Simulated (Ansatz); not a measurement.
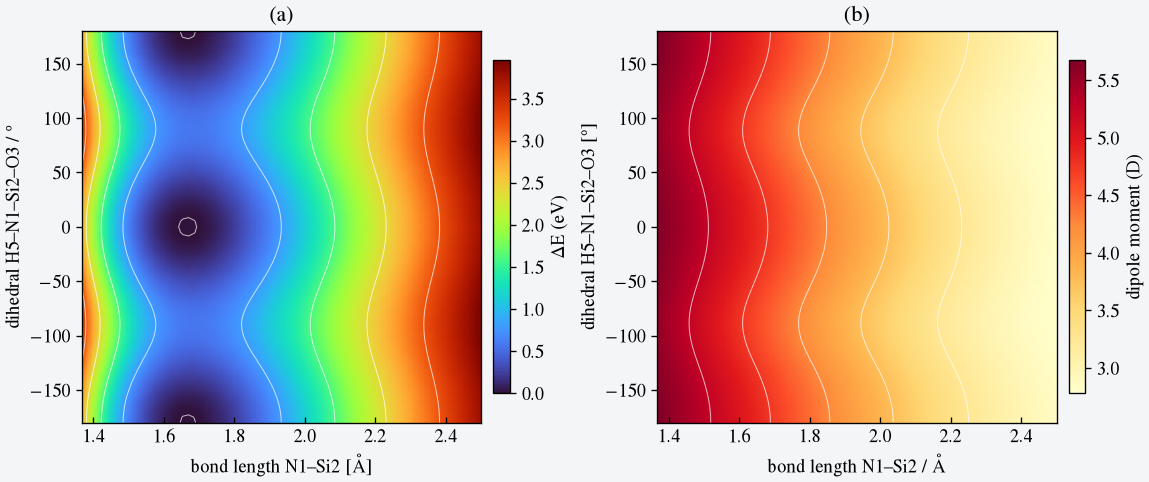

ClH2NOSi, SMILES N[Si](=O)Cl. First axis: bond length N1–Si2. Second axis: dihedral H5–N1–Si2–O3. Nothing is relaxed (all other coordinates rigid). The scan uses a 15 × 15 grid; 120 points were computed and 105 follow by symmetry. Points are written as (first, second). Energies: eV, counted from the lowest grid point. The reference is spin-restricted, which grows unreliable where a bond is stretched far. Method: Ansatz 0.2.0, RKS PBE0-D4/def2-TZVP.

Panel (a) is the energy; panel (b) is the computed dipole moment, in D.

Drawn: a smooth colour map with a few white contour lines. Between grid points the surface is interpolated.

Question: How does the dipole moment vary over the map, and what is it at the lowest grid point?

Answer: Leaving out the highest fifth of the energies, it runs from 3.02 D at (2.339 Å, −36°) to 5.67 D at (1.367 Å, −180°). At the lowest grid point, (1.691 Å, −180°), it is 4.74 D.
